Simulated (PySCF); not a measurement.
# TiOF2 (SMILES [O]=[Ti]([F])[F]): levels of theory compared

We compute a comparison of 6 runs (HF/3-21G, HF/def2-TZVP, B2PLYP/def2-SVP, B3LYP/6-31G*, TPSSh/6-31G**, PBE/pcseg-2) of TiOF2. The job is set up through a Python script.

Program for the calculation: PySCF 2.14.0.

## (1) The system as given

TiOF2: 4 atoms, total charge 0, spin state singlet. As SMILES, `[O]=[Ti]([F])[F]`. The shape comes from GFN2-xTB, which is rough for such elements, and wasn't checked as a minimum.

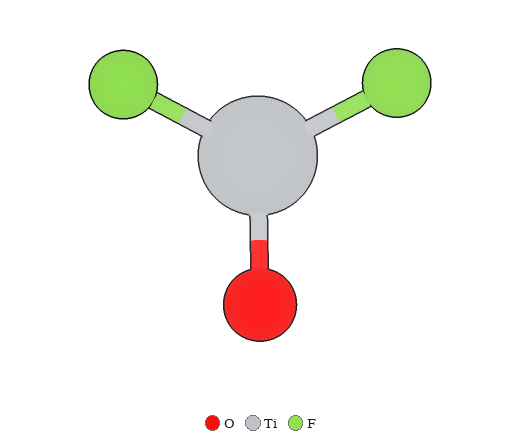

The structure, seen from a chosen angle (oxygen red, titanium light grey, fluorine green).

## (2) Energy and gradient at HF/3-21G (run 1)

Input file input.py:

```python
from pyscf import gto, scf

molecule = gto.M(
    atom='''
O      0.238219     0.958923     2.768921
Ti    -0.573589    -0.313902     0.156885
F      1.574917    -2.559653    -0.808878
F     -1.239547     1.914652    -2.116928
''',
    max_memory=1860,
    unit='bohr',
    basis='3-21g',
    verbose=4,
)

mf = scf.RHF(molecule)
mf.conv_tol = 1e-10
mf.kernel()
if not mf.converged:
    mf = mf.newton().run(mf.mo_coeff, mf.mo_occ)

etot = mf.e_tot
print('E(%s) = %.9f' % ('HF', etot))
grad = mf.nuc_grad_method().kernel()
mf.analyze()
```

Launch:

```console
$ OMP_NUM_THREADS=1 python input.py
```

What it wrote:

```text
PySCF version 2.14.0

[... 84 lines left out ...]
Two-electron Energy =                  641.639833293480933
[... 9 lines left out ...]
MO #6   energy= -17.9463009792936  occ= 2
[... 7 lines left out ...]
MO #14  energy= -1.49675584157434  occ= 2
[... 7 lines left out ...]
MO #22  energy= -0.482726167481841 occ= 2
[... 7 lines left out ...]
MO #30  energy= 0.107031663911633  occ= 0
[... 7 lines left out ...]
MO #38  energy= 1.61877810954248   occ= 0
[... 7 lines left out ...]
MO #46  energy= 2.29160282658184   occ= 0
[... 7 lines left out ...]
MO #54  energy= 3.82254689483242   occ= 0
[... 61 lines left out ...]
Dipole moment(X, Y, Z, Debye): -3.99142, -2.59514, -0.32182
```

Run time: 4.8 s. Hardware: 1 thread of Intel Xeon at 2.50GHz (Skylake/Cascade Lake), shared host; peak memory 0.12 GiB.

## (3) Energy and forces at HF/def2-TZVP (run 2)

Input file input.py:

```python
import pyscf.grad
from pyscf import gto, scf

mol = gto.M(
    atom='O 0.126060 0.507440 1.465250; Ti -0.303530 -0.166110 0.083020; F 0.833410 -1.354510 -0.428040; F -0.655940 1.013190 -1.120230',
    basis='def2-tzvp',
    max_memory=1860,
    verbose=4,
)

calc0 = scf.RHF(mol)
calc0.conv_tol = 1e-10
calc0.kernel()
if not calc0.converged:
    calc0 = calc0.newton().run(calc0.mo_coeff, calc0.mo_occ)

e_tot = calc0.e_tot
print('E = %.10f Eh' % e_tot)
grad = calc0.Gradients().kernel()
dip = calc0.dip_moment()
pop, q = calc0.mulliken_pop()
```

Launch:

```console
$ OMP_NUM_THREADS=1 python input.py
```

What it wrote:

```text
PySCF version 2.14.0

[... 70 lines left out ...]
converged SCF energy = -1122.40378373694
[... 11 lines left out ...]
Dipole moment(X, Y, Z, Debye): -3.97862, -2.69486, -0.69275
[... 143 lines left out ...]
charge of    3F =     -0.58717
```

Run time: 80 s. Hardware: 1 thread of Intel Xeon at 2.50GHz (Skylake/Cascade Lake), shared host; peak memory 0.46 GiB.

Runs 3 to 4 aren't shown in full; the table further down has their settings and results.

## (4) Energy and gradient at TPSSh/6-31G(d,p) (spherical functions) (run 5)

Input file input.py:

```python
# [O]=[Ti]([F])[F]
from pyscf import gto, dft

mol = gto.M(
    atom=[
    ('O', (0.126060, 0.507440, 1.465250)),
    ('Ti', (-0.303530, -0.166110, 0.083020)),
    ('F', (0.833410, -1.354510, -0.428040)),
    ('F', (-0.655940, 1.013190, -1.120230)),
],
    verbose=3,
    basis='6-31g**',
    max_memory=1860,
)

myscf = dft.RKS(mol)
myscf.xc = 'tpssh'
myscf.grids.level = 5
myscf.conv_tol = 1e-10
myscf.kernel()
if not myscf.converged:
    myscf = myscf.newton().run(myscf.mo_coeff, myscf.mo_occ)

e_final = myscf.e_tot
print(f'total energy: {e_final:.8f} hartree')
grad = myscf.nuc_grad_method().kernel()
myscf.analyze()
```

Launch:

```console
$ OMP_NUM_THREADS=1 python input.py
```

What it wrote:

```text
converged SCF energy = -1124.4942874824
[... 12 lines left out ...]
MO #4   energy= -19.8185005483182  occ= 2
[... 8 lines left out ...]
MO #13  energy= -1.1086081887335   occ= 2
[... 8 lines left out ...]
MO #22  energy= -0.313160606266762 occ= 2
[... 8 lines left out ...]
MO #31  energy= 0.0361118102290603 occ= 0
[... 8 lines left out ...]
MO #40  energy= 0.847077917741724  occ= 0
[... 8 lines left out ...]
MO #49  energy= 1.28569973332677   occ= 0
[... 8 lines left out ...]
MO #58  energy= 1.7655057736223    occ= 0
[... 8 lines left out ...]
MO #67  energy= 2.00096604588051   occ= 0
[... 8 lines left out ...]
MO #76  energy= 2.71583006217279   occ= 0
[... 5 lines left out ...]
Dipole moment(X, Y, Z, Debye): -3.24924, -2.20710, -0.58663
```

It took 70 s on 1 thread of Intel Xeon at 2.50GHz (Skylake/Cascade Lake), shared host; peak memory 0.77 GiB.

## (5) Energy and forces at PBE/pcseg-2 (run 6)

Input file calc.py:

```python
# [O]=[Ti]([F])[F]
import pyscf.grad
from pyscf import gto, dft

mol = gto.M(
    atom='''
O      0.126060     0.507440     1.465250
Ti    -0.303530    -0.166110     0.083020
F      0.833410    -1.354510    -0.428040
F     -0.655940     1.013190    -1.120230
''',
    spin=0,
    basis='pcseg-2',
    max_memory=1860,
    verbose=3,
)

mf = dft.RKS(mol, xc='pbe')
mf.grids.level = 5
mf.conv_tol = 1e-10
mf.kernel()
if not mf.converged:
    mf = mf.newton().run(mf.mo_coeff, mf.mo_occ)

e_tot = mf.e_tot
print('Final energy', e_tot)
grad = mf.Gradients().kernel()
mf.analyze()
```

Launch:

```console
$ OMP_NUM_THREADS=1 python calc.py
```

What it wrote:

```text
converged SCF energy = -1124.23293605795
[... 18 lines left out ...]
MO #10  energy= -1.4415631562125   occ= 2
[... 16 lines left out ...]
MO #27  energy= -0.087797501962128 occ= 0
[... 16 lines left out ...]
MO #44  energy= 0.472224214314169  occ= 0
[... 16 lines left out ...]
MO #61  energy= 1.23495402675404   occ= 0
[... 16 lines left out ...]
MO #78  energy= 2.24209590176574   occ= 0
[... 16 lines left out ...]
MO #95  energy= 3.86506308715064   occ= 0
[... 16 lines left out ...]
MO #112 energy= 4.41995139777298   occ= 0
[... 16 lines left out ...]
MO #129 energy= 6.25769646456529   occ= 0
[... 16 lines left out ...]
MO #146 energy= 7.96556161486828   occ= 0
[... 5 lines left out ...]
Dipole moment(X, Y, Z, Debye): -3.21814, -2.15027, -0.45985
```

Wall time 4.2 min (1 thread of Intel Xeon at 2.50GHz (Skylake/Cascade Lake), shared host); peak memory 1.7 GiB.

## (6) All runs side by side

```
run                                level      task  frozen core orbitals   energy (Eh)  dipole moment (D)  HOMO energy (eV)  LUMO energy (eV)  wall time
  1                             HF/3-21G  gradient                     –  -1116.661168               4.77            -12.98             -0.27      4.8 s
  2                         HF/def2-TZVP  gradient                     –  -1122.403784               4.86            -13.46             -0.52       80 s
  3                      B2PLYP/def2-SVP    energy                     8  -1123.824915               4.31            -10.80             -2.07       29 s
  4   B3LYP/6-31G* (spherical functions)  gradient                     –  -1124.488207               3.98             -8.62             -3.20       54 s
  5  TPSSh/6-31G** (spherical functions)  gradient                     –  -1124.494287               3.97             -7.97             -3.17       70 s
  6                          PBE/pcseg-2  gradient                     –  -1124.232936               3.90             -7.74             -4.07    4.2 min
```

## (7) Outcome

| quantity | value |
| --- | --- |
| run 6: total energy | -1124.23294 Eh |
| run 6: dipole moment | 3.90 D |
| run 6: HOMO energy | -7.74 eV |
| run 6: LUMO energy | -4.07 eV |
| run 6: HOMO–LUMO gap | 3.67 eV |
| run 6: largest force on an atom | 2.498 eV/Å |

**Reading.** The dipole moment (its size) runs from 3.90 D (PBE/pcseg-2) to 4.86 D (HF/def2-TZVP). The two ends differ in method and basis. The HOMO–LUMO gap runs from 3.67 eV (PBE/pcseg-2) to 12.94 eV (HF/def2-TZVP). Totals of different functionals can't be ranked against each other. All runs together took 8.2 min, the longest 4.2 min.
